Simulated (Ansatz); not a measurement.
# One shape, several levels: CH6Si (methylsilane)

We compute a comparison of 6 runs (B2PLYP/STO-3G, BLYP/STO-3G, HSE06/STO-3G, UPBE0/STO-3G, wB97M-V/STO-3G, MP2/STO-3G) of CH6Si (methylsilane). 

Program for the calculation: Ansatz 0.2.0.

47 further runs of the same task are left out: 1 that didn't finish, 46 set aside as unsound or not needed.

## (1) Starting point

CH6Si: 8 atoms, total charge 0, spin state singlet. As SMILES, `C[SiH3]`. The H5–C1 distance was set to 2.731 Å, away from the relaxed value. At this shape a bond of the SMILES string is far longer than usual.

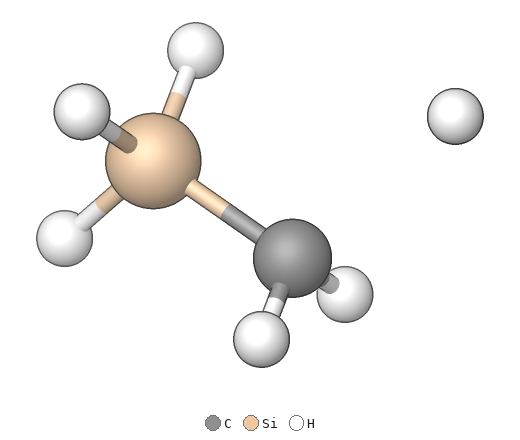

Viewed from a chosen angle; carbon grey, silicon light orange, hydrogen white.

## (2) The energy at B2PLYP/STO-3G (run 1)

The input, run.yaml:

```yaml
crystal:
  periodic: [false, false, false]
  atoms:
    - symbol: C
      position_ang: [-0.583652, -1.321736, -0.649959]
    - symbol: Si
      position_ang: [-0.239732, -1.776026, 1.131841]
    - symbol: H
      position_ang: [-1.642622, -1.448966, -0.885239]
    - symbol: H
      position_ang: [-0.006682, -1.952896, -1.329459]
    - symbol: H
      position_ang: [0.086600, 1.280720, -1.133860]
    - symbol: H
      position_ang: [-1.027112, -0.915256, 2.055731]
    - symbol: H
      position_ang: [1.203408, -1.601486, 1.450211]
    - symbol: H
      position_ang: [-0.605262, -3.194686, 1.393121]
basis:
  gaussian:
    orbitals: STO-3G
hamiltonian:
  xc: {name: B2PLYP}
correlation:
  frozen_orbitals: {C: 1, H: 0, Si: 5}
accuracy: high
```

Started as:

```
$ ansatz run run.yaml --threads 1 --pin off --max-ram 3480MiB --events-out events.jsonl --progress --plain --runs-dir runs
```

The program printed:

```text
Warning: RAYON_NUM_THREADS=1 ignored (pool sized by the plan → 1); use --threads N
Functional definition: B2PLYP
  name "B2PLYP"
  parameter a = 0.53
  parameter c = 0.27
  exchange = (1 - a)*b88_x + a*exact_x
  correlation = (1 - c)*lyp_c + c*(mp2_os + mp2_ss)
357 factors; integrals over basis functions are off by at most 9.4e-9 eV
mean field evaluation 1: about -8888.7284 eV, gradient 2.3e1 eV
mean field evaluation 2: about -8888.6960 eV, gradient 2.3e1 eV
mean field evaluation 4: about -8892.3002 eV, gradient 3.4e0 eV
mean field evaluation 8: about -8892.3571 eV, gradient 9.3e-2 eV
mean field evaluation 16: about -8892.3559 eV, gradient 5.9e-5 eV
mean field -8892.35589743 eV, -326.7880517754 hartree, gradient 7.5e-9 eV, S^2 0.000000; 0 other end points of the search recorded, 0 dependent functions left out; unrestricted orbitals would lower it
6 core orbitals not correlated: weight in the atoms' cores, before any rotation towards them, 1.000 or more for the frozen orbitals, at most 0.000 for the correlated occupied ones
reference -8892.35591789 eV, -326.7880525272 hartree; 7, 7 occupied and 7, 7 virtual orbitals, 357 factors
second order -8.61935323 eV of doubles, -0.00000000 eV of singles
Total energy: -8894.68314326 eV, -326.8735764822 hartree
```

Wall time 1.7 s (1 thread of Arm Neoverse V2, shared host); peak memory 0.11 GiB.

## (3) A single-point energy at BLYP/STO-3G (run 2)

The input, input.yaml:

```yaml
crystal:
  periodic: [false, false, false]
  atoms:
    - {symbol: C, position_ang: [-0.583652, -1.321736, -0.649959]}
    - {symbol: Si, position_ang: [-0.239732, -1.776026, 1.131841]}
    - {symbol: H, position_ang: [-1.642622, -1.448966, -0.885239]}
    - {symbol: H, position_ang: [-0.006682, -1.952896, -1.329459]}
    - {symbol: H, position_ang: [0.086600, 1.280720, -1.133860]}
    - {symbol: H, position_ang: [-1.027112, -0.915256, 2.055731]}
    - {symbol: H, position_ang: [1.203408, -1.601486, 1.450211]}
    - {symbol: H, position_ang: [-0.605262, -3.194686, 1.393121]}
basis:
  gaussian:
    orbitals: STO-3G
hamiltonian:
  xc: {name: BLYP}
accuracy: high
```

Started as:

```
$ ansatz run input.yaml --threads 1 --pin off --max-ram 3480MiB --events-out events.jsonl --progress --plain --runs-dir runs
```

The program printed:

```text
Warning: RAYON_NUM_THREADS=1 ignored (pool sized by the plan → 1); use --threads N
Functional definition: BLYP
  name "BLYP"
  parameter beta = 0.0042
  parameter a = 0.04918
  parameter b = 0.132
  parameter c = 0.2533
  parameter d = 0.349
  exchange = b88_x(beta = beta)
  correlation = lyp_c(a = a, b = b, c = c, d = d)
357 factors; integrals over basis functions are off by at most 9.4e-9 eV
mean field evaluation 1: about -8896.4497 eV, gradient 2.5e1 eV
mean field evaluation 2: about -8883.8161 eV, gradient 3.9e1 eV
mean field evaluation 4: about -8899.0525 eV, gradient 1.2e1 eV
mean field evaluation 8: about -8899.0526 eV, gradient 1.2e1 eV
mean field evaluation 16: about -8899.3996 eV, gradient 3.2e-8 eV
mean field -8899.39960628 eV, -327.0469033010 hartree, gradient 3.2e-8 eV, S^2 0.000000; 0 other end points of the search recorded, 0 dependent functions left out
reference -8899.39964973 eV, -327.0469048977 hartree; 13, 13 occupied and 7, 7 virtual orbitals, 357 factors
Total energy: -8899.39964973 eV, -327.0469048977 hartree
```

Wall time 1.2 s (1 thread of Arm Neoverse V2, shared host); peak memory 0.1 GiB.

## (4) The energy at HSE06/STO-3G (run 3)

The input, molecule.yaml:

```yaml
crystal:
  periodic: [false, false, false]
  atoms:
    - {symbol: C, position_ang: [-0.583652, -1.321736, -0.649959]}
    - {symbol: Si, position_ang: [-0.239732, -1.776026, 1.131841]}
    - {symbol: H, position_ang: [-1.642622, -1.448966, -0.885239]}
    - {symbol: H, position_ang: [-0.006682, -1.952896, -1.329459]}
    - {symbol: H, position_ang: [0.086600, 1.280720, -1.133860]}
    - {symbol: H, position_ang: [-1.027112, -0.915256, 2.055731]}
    - {symbol: H, position_ang: [1.203408, -1.601486, 1.450211]}
    - {symbol: H, position_ang: [-0.605262, -3.194686, 1.393121]}
basis:
  gaussian: {orbitals: STO-3G}
hamiltonian: {xc: hse06}
accuracy: high
```

Started as:

```
$ ansatz run molecule.yaml --threads 1 --pin off --max-ram 3480MiB --events-out events.jsonl --progress --plain --runs-dir runs
```

The program printed:

```text
Warning: RAYON_NUM_THREADS=1 ignored (pool sized by the plan → 1); use --threads N
Functional definition: HSE06
  name "HSE06"
  parameter a = 0.25
  parameter omega = 0.11/bohr
  exchange = pbe_x - a*pbe_x_sr(omega) + a*exact_x_sr(omega)
  correlation = pbe_c
357 factors; integrals over basis functions are off by at most 9.4e-9 eV
71 factors; integrals over basis functions are off by at most 4.6e-10 eV
mean field evaluation 1: about -8893.5844 eV, gradient 2.0e1 eV
mean field evaluation 2: about -8883.1911 eV, gradient 3.4e1 eV
mean field evaluation 4: about -8893.2755 eV, gradient 2.2e1 eV
mean field evaluation 8: about -8895.5102 eV, gradient 1.2e-4 eV
mean field -8895.51024798 eV, -326.9039720198 hartree, gradient 9.1e-9 eV, S^2 0.000000; 0 other end points of the search recorded, 0 dependent functions left out
reference -8895.51025023 eV, -326.9039721024 hartree; 13, 13 occupied and 7, 7 virtual orbitals, 357 factors
Total energy: -8895.51025023 eV, -326.9039721024 hartree
```

Wall time 1.5 s (1 thread of Arm Neoverse V2, shared host); peak memory 0.1 GiB.

Runs 4 to 5 aren't shown in full; the table further down has their settings and results.

## (5) The energy at MP2/STO-3G (run 6)

Edit run.yaml of step 2 so:

```diff
@@ -20,8 +20,4 @@
 basis:
-  gaussian:
-    orbitals: STO-3G
-hamiltonian:
-  xc: {name: B2PLYP}
-correlation:
-  frozen_orbitals: {C: 1, H: 0, Si: 5}
+  gaussian: {orbitals: STO-3G}
+correlation: {method: mp2, frozen_orbitals: {C: 1, H: 0, Si: 5}}
 accuracy: high
```

Started as:

```
$ ansatz run run.yaml --threads 1 --pin off --max-ram 3480MiB --events-out events.jsonl --progress --plain --runs-dir runs
```

The program printed, cut to the lines that bear on the results:

```text
Warning: RAYON_NUM_THREADS=1 ignored (pool sized by the plan → 1); use --threads N
Functional definition: HF
  name "HF"
[...]
357 factors; integrals over basis functions are off by at most 9.4e-9 eV
[...]
mean field -8874.29786173 eV, -326.1244312034 hartree, gradient 9.3e-8 eV, S^2 0.000000; 0 other end points of the search recorded, 0 dependent functions left out; unrestricted orbitals would lower it
[...]
unrestricted determinant -8879.60181788 eV, -326.3193479966 hartree, S^2 0.9954
6 core orbitals not correlated: weight in the atoms' cores, before any rotation towards them, 1.000 or more for the frozen orbitals, at most 0.000 for the correlated occupied ones
reference -8874.29786173 eV, -326.1244312034 hartree; 7, 7 occupied and 7, 7 virtual orbitals, 357 factors
second order -5.92018184 eV of doubles, -0.00000000 eV of singles
Total energy: -8880.21804357 eV, -326.3419938732 hartree
```

Run time: 0.12 s. Hardware: 1 thread of Arm Neoverse V2, shared host.

## (6) The series

| run | level | frozen core orbitals | energy (Eh) | wall time |
| --- | --- | --- | --- | --- |
| 1 | B2PLYP/STO-3G | 6 | -326.873576 | 1.7 s |
| 2 | BLYP/STO-3G | – | -327.046905 | 1.2 s |
| 3 | HSE06/STO-3G | – | -326.903972 | 1.5 s |
| 4 | UPBE0/STO-3G | – | -326.986446 | 4.5 s |
| 5 | wB97M-V/STO-3G | – | -327.067359 | 20 s |
| 6 | MP2/STO-3G | 6 | -326.341994 | 0.12 s |

## (7) Outcome

| quantity | value |
| --- | --- |
| run 6: total energy | -326.34199 Eh |
| run 6: correlation energy (6 core orbitals frozen) | -217.6 mEh |

**Reading.** Totals of different functionals can't be ranked against each other. In runs 1, 6 the log says that unrestricted orbitals would lower the reference, so the values rest on an unstable closed-shell determinant (other closed-shell runs at this shape may share the fault). In runs 1, 2, 3, 4, 5, 6 the basis is minimal, so the values are rough. In runs 1, 2, 3, 5, 6 a closed-shell determinant meets a far-stretched bond, which it describes badly. Spin contamination of the reference: run 4 ⟨S²⟩ = 0.96. Where it is this large, the reference is a mixture of spin states, and values that rest on it are in doubt. All runs together took 29 s, the longest 20 s.
